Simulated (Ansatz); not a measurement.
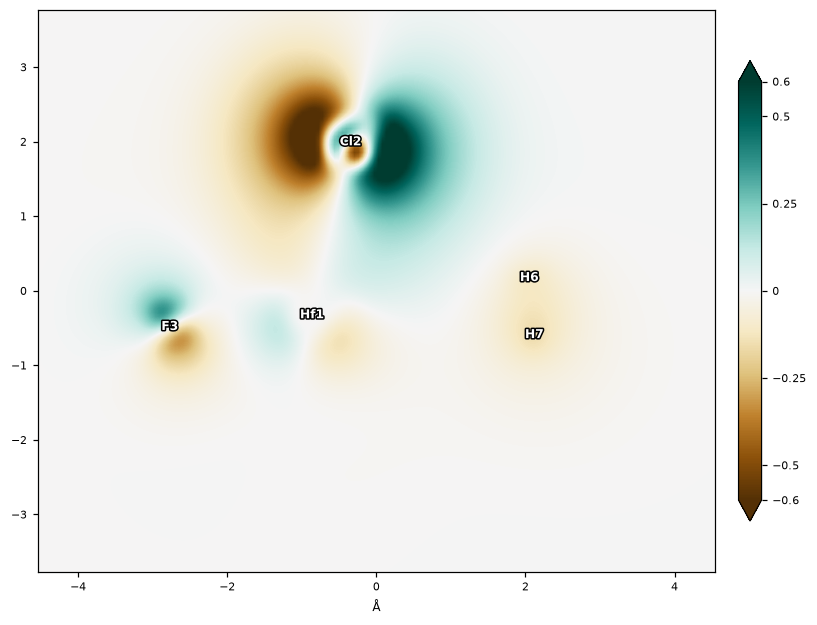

ClF3Hf···H2. The HOMO on the plane of atoms Cl2, Hf1 and F3 (values in Å⁻³ᐟ²; the overall sign is arbitrary).

Core potentials replace the inner electrons of Hf.

Level of theory: Ansatz 0.2.0, RKS BLYP-D4/def2-SVP.

```yaml
atoms:
  - { symbol: Hf, position_ang: [-0.0083, -0.1749, -0.8070] }
  - { symbol: Cl, position_ang: [1.8115, -1.3278, 0.1978] }
  - { symbol: F, position_ang: [0.0002, -0.6007, -2.6727] }
  - { symbol: F, position_ang: [-1.7098, -0.7523, -0.1295] }
  - { symbol: F, position_ang: [0.1732, 1.7331, -0.6883] }
  - { symbol: H, position_ang: [0.1760, 0.3394, 2.1004] }
  - { symbol: H, position_ang: [-0.4428, 0.7833, 1.9993] }
```

**What is the character of this orbital?**

Its weight (Hirshfeld) is mainly on Cl2 (about 85 %); largely a lone pair of Cl2. Its energy is −8.14 eV.
